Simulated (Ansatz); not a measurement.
# Decaying states in the gap of BaLiI3, part 3 of 3

A new crystal, BaLiI3: structure, gap and complex bands. It is built by putting I for F in the BaLiF3 structure of space group Pm-3m, with the volume rescaled by atomic radii. The parent structure comes from the Materials Project.

Ansatz 0.2.0; PBE DFT, plane waves, PAW files (the session's first sound run).

So far, gap on the k-mesh (eV): step 3 (band edges, PBE) 2.60; step 4 (complex bands, plane (111), k-mesh 8×8×8, PBE) 2.60; step 6 (PBEsol) 2.46.

The structure was built from a prototype and need not be the compound's stable phase.

## 7. Complex bands at another level

This step: PBEsol DFT, plane waves, PAW files; complex bands by layer matching along the plane's normal (Ansatz 0.2.0).

The complex bands at that level, over its own gap, at (0, 0) and (0.5, 0).

input.yaml reads:

```yaml
crystal:
  lattice:
    - [8.006927767, 0.0, 0.0]
    - [4.003463883, 6.934202852, 0.0]
    - [4.003463883, 2.311400951, 3.268814573]
  atoms:
    - { symbol: Ba, position: [0.0, 0.0, 0.0] }
    - { symbol: Li, position: [0.5, 0.5, 0.5] }
    - { symbol: I, position: [0.5, 0.5, 0.0] }
    - { symbol: I, position: [0.5, 0.0, 0.0] }
    - { symbol: I, position: [0.0, 0.5, 0.0] }
kpoints:
  mp_grid: { grid: [8, 8, 8] }
scf:
  occupations: { method: fixed }
hamiltonian:
  xc: pbesol
output:
  eigenvalues: true
  transmission:
    leads: [[0, 0]]
    kpoints: [[0.0, 0.0], [0.5, 0.0]]
    e_range: [-1.0, 3.46]
    de: 0.07
```

On the command line:

```bash
ansatz run input.yaml --threads 2 --pin off --max-ram 4096MiB --backend cpu --events-out ev --progress --plain --runs-dir out
```

Numbers of over 12 decimals in the logs are rounded to 6 here.

The program printed:

```text
[...]
Crystal: 5 atoms, lattice volume = 181.490 Å³
Basis set: ecut = 420 eV, 3575 PW (Γ), FFT grids on a1−a3, a2−a3, a3
Bands: 39, of which v1, the nominal top of the filled ones, is band 32 counted from 1 (31 counted from 0)
Symmetry: 48 space group operations
[...]
k-points: 35 of 512
[...]
SCF iter   1: F=—  HF=-28369.642868 eV  |F-HF|=—  |Δ(HF+E_count)|=         —  Δρ=2.06e-3  dr2=7.60e-3  ethr=1.77e-3  ⟨swp⟩=6.7  Hψ=5110  notcnv=0  defer=151
[...]
SCF iter   6: F=-28369.643164 eV  HF=-28369.643164 eV  |F-HF|=4.35e-8  |Δ(HF+E_count)|=   1.09e-6  Δρ=3.39e-6  dr2=1.92e-8  ethr=1.56e-10  ⟨swp⟩=14.4  Hψ=9815  notcnv=0
SCF 1 converged in 6 iterations: F = -28369.643164 eV  dr2 = 1.92e-8
[...]
transmission: 5 of 10 steps passed
transmission: 10 of 10 steps passed
SCF converged after 6 iterations
Free energy (F): -28369.643164 eV
[...]
Internal energy: -28369.643164 eV  (E = F + TS)
E sigma→0 (E₀):  -28369.643164 eV
Fermi energy:    5.557940 eV
[...]
--- Band table (eV; the first three rows and the last of 35) ---
  k-point 0: bands = [... 28 lower, 4.5538, 5.3625, 5.3625, 5.3625, 8.0173, 8.1204, 8.1204, 8.7555, ... 3 higher]
  k-point 1: bands = [... 28 lower, 4.6444, 4.6772, 5.3197, 5.3197, 8.4665, 8.4665, 8.5265, 9.1645, ... 3 higher]
  k-point 2: bands = [... 28 lower, 3.9472, 5.0029, 5.3238, 5.3238, 8.8477, 8.9713, 8.9713, 10.1782, ... 3 higher]
  k-point 34: bands = [... 28 lower, 4.0047, 4.5658, 5.0130, 5.1233, 9.4241, 9.5255, 9.5789, 9.6472, ... 3 higher]
--- Transmission ---
  basis      : 499 plane waves across, 5 finite elements along
  points     : 2, as listed
[...]
crystal 0  : I3Ba1Li1, at the sites [0, 0], period 3.2688 Å: whole cells are its period
[...]
channels       : 0.000000e0 a spin
[...]
slowest decay  : 0.2106 /Å at (0.0000, 0.0000)
```

Elapsed: 3.5 min, on 2 threads of Arm Neoverse V2, shared host; peak memory 2 GiB; 7 min of CPU time.

Numbers from this step:

* level to which the leads are filled: 1.230 eV from the Fermi level
* decay constant at the filling level, zone centre: 0.2106 Å⁻¹
* decay constant at the filling level, slowest listed point: 0.2106 Å⁻¹

K parallel (0, 0); values up to 1.5 1/Å, a degenerate pair printed once or twice; energies at which all values exceed this have no row. The Im kz of the slowest decaying states by energy, zero at the highest filled level on the SCF mesh:

```csv
energy (eV),decay 1 (Å⁻¹),decay 2 (Å⁻¹),decay 3 (Å⁻¹),decay 4 (Å⁻¹)
-1.000,0.0242,0.420,0.436,0.640
-0.510,0.249,0.420,0.435,0.457
-0.020,0.101,0.208,0.222,0.409
0.470,0.178,0.178,0.272,0.336
1.030,0.209,0.228,0.275,0.358
1.520,0.205,0.244,0.254,0.320
2.010,0.163,0.208,0.242,0.268
2.500,0.0819,0.192,0.222,0.285
2.990,0.171,0.173,0.187,0.434
```

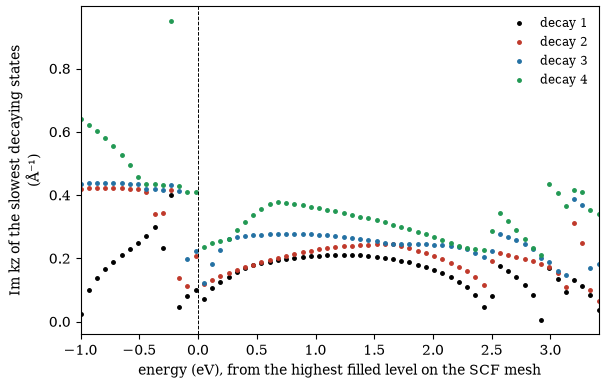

Im kz of the slowest decaying states against energy.

K parallel (0, 0). Table of Re kz of states that move upwards by energy, zero at the highest filled level on the SCF mesh; 7 of 8 lines:

```csv
energy (eV),channel 1 (Å⁻¹),channel 2 (Å⁻¹),channel 3 (Å⁻¹),channel 4 (Å⁻¹),channel 5 (Å⁻¹),channel 6 (Å⁻¹),channel 7 (Å⁻¹)
-1.0000,-0.258,0.0436,0.649,0.649,-,-,-
-0.7200,-0.199,0.372,0.715,0.715,-,-,-
-0.5100,-0.148,0.508,0.768,0.768,-,-,-
-0.2300,-0.198,-0.198,-0.0466,0.498,0.498,0.683,0.864
-0.0200,0.884,0.909,0.909,-,-,-,-
0.2600,-,-,-,-,-,-,-
0.4700,-,-,-,-,-,-,-
0.7500,-,-,-,-,-,-,-
1.0300,-,-,-,-,-,-,-
1.2400,-,-,-,-,-,-,-
1.5200,-,-,-,-,-,-,-
1.7300,-,-,-,-,-,-,-
2.0100,-,-,-,-,-,-,-
2.2200,-,-,-,-,-,-,-
2.5000,0.0559,-,-,-,-,-,-
2.7800,0.172,0.177,0.177,-,-,-,-
2.9900,-0.874,0.249,0.280,0.280,-,-,-
3.2700,-0.687,0.0944,0.0944,0.111,0.413,0.413,0.448
```

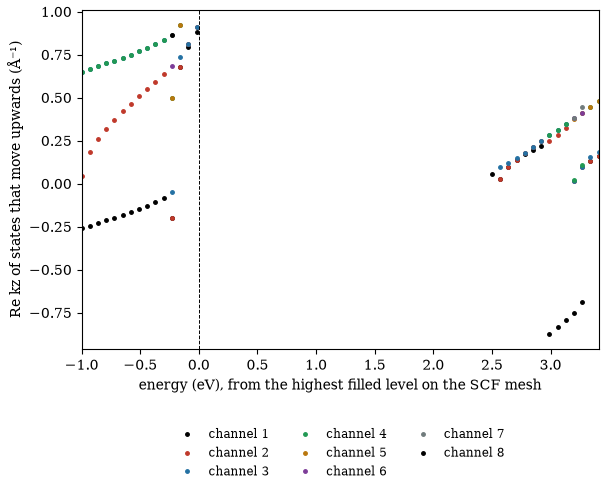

Re kz of states that move upwards against energy.

K parallel (0.5, 0); values up to 1.5 1/Å, a degenerate pair printed once or twice; energies at which all values exceed this have no row. The Im kz of the slowest decaying states by energy, zero at the highest filled level on the SCF mesh:

```csv
energy (eV),decay 1 (Å⁻¹),decay 2 (Å⁻¹),decay 3 (Å⁻¹),decay 4 (Å⁻¹)
-1.000,0.0985,0.121,0.393,0.427
-0.510,0.102,0.119,0.443,0.469
-0.020,0.105,0.138,0.231,0.283
0.470,0.231,0.248,0.295,0.360
1.030,0.280,0.311,0.319,0.405
1.520,0.299,0.316,0.341,0.389
2.010,0.297,0.297,0.351,0.356
2.500,0.257,0.267,0.309,0.350
2.990,0.181,0.187,0.260,0.268
```

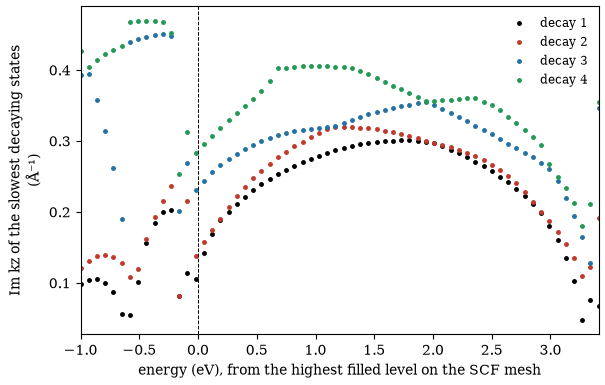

Im kz of the slowest decaying states, plotted against energy.

At the listed wavevectors the last open channel is at -0.02 eV and the next at +2.50 eV on the grid. At +1.24 eV, the grid energy nearest the filling level (the middle of the gap on the SCF mesh), the slowest state at the listed wavevectors decays with κ = 0.211 Å⁻¹, its amplitude falling by e over 4.7 Å; the first such run, plane (111), gave 0.220 Å⁻¹.

## 8. Summary of results

```
band gap                                         : 2.60 eV
least decay constant at mid-gap, normal to (111) : 0.220 Å⁻¹
least decay constant on a mesh, normal to (111)  : 0.220 Å⁻¹
least decay constant, PBEsol                     : 0.211 Å⁻¹
```

**Reading.** With PBE, the slowest decay at the wavevectors tried is κ = 0.220 Å⁻¹, normal to (111). Through such a film the transmission near mid-gap falls as exp(−2κd), a factor of ten every 5.2 Å. A free electron under a barrier of half the gap would need a mass of 0.14 mₑ to decay at this rate. With PBEsol the gap goes from 2.60 to 2.46 eV and the decay constant, over the first 2 listed wavevectors, from 0.220 to 0.211 Å⁻¹. The compound is made up by substitution; its stability against other phases and against distortions of the cell's symmetry was not tested. A semilocal functional narrows gaps, while spin-orbit coupling, left out here, narrows them in compounds of heavy elements, so the error in κ can go either way.

[Logs are printed without paths, hosts, clocks, repeated set-up lines and the standing remarks that a program may print on its own settings, such as how far it seeks lower states.]

[Hosts, paths, dates, database ids (printed as entryN), source tags and the programs' standing remarks are cut or masked in the printed files.]

[New means built here by substitution; the compound itself may be known and measured.]
